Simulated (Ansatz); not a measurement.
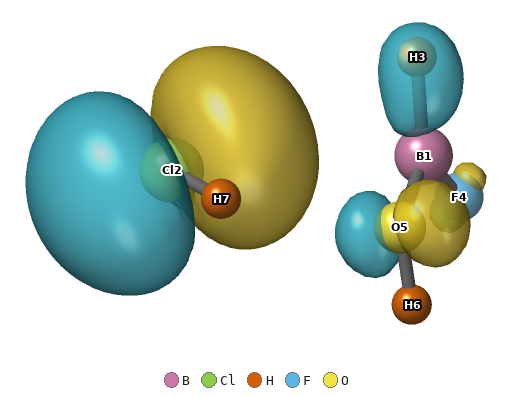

The picture shows: BFH2O···HCl. The HOMO at ±0.1 Å⁻³ᐟ² (yellow and cyan are the two phases), seen at a tilt.

Not at a stationary point (largest force 1.1 eV/Å).

The calculation used Ansatz 0.2.0, RKS B3LYP-D4/def2-SVP.

Input file:

```
crystal:
  periodic: [false, false, false]
  atoms:
    - { symbol: B, position_ang: [0.0, 0.0, 0.0] }
    - { symbol: Cl, position_ang: [0.0, 0.0, 2.21] }
    - { symbol: H, position_ang: [1.0305, 0.0, -0.595] }
    - { symbol: F, position_ang: [-1.1431, 0.0, -0.66] }
    - { symbol: O, position_ang: [0.0715, -1.6212, 0.5392] }
    - { symbol: H, position_ang: [-0.475, -2.2058, -0.077] }
    - { symbol: H, position_ang: [0.053, -1.2026, 1.6085] }
basis:
  gaussian: { orbitals: def2-SVP }
hamiltonian:
  xc: b3lyp
  dispersion: d4
relax:
  f_tol: 0.15
  max_steps: 25
  restrain:
    - { distance: [0, 4], at: 1.41, k: 30.0 }
    - { distance: [6, 1], at: 1.37, k: 30.0 }
    - { distance: [0, 1], at: 3.06, k: 30.0 }
    - { distance: [6, 4], at: 2.21, k: 30.0 }
output:
  orbitals: {}
```

Launched as:

```sh
ansatz run input.yaml --threads 1 --pin off --max-ram 2048MiB --backend cpu --events-out ev --progress --plain --runs-dir out
```

The fields are those of the run's last geometry, not of the input's.

Question: What is the character of this orbital?

Answer: By Hirshfeld shares it lies mainly on Cl2 (about 90 %); largely a lone pair of Cl2. Its energy is −8.75 eV.
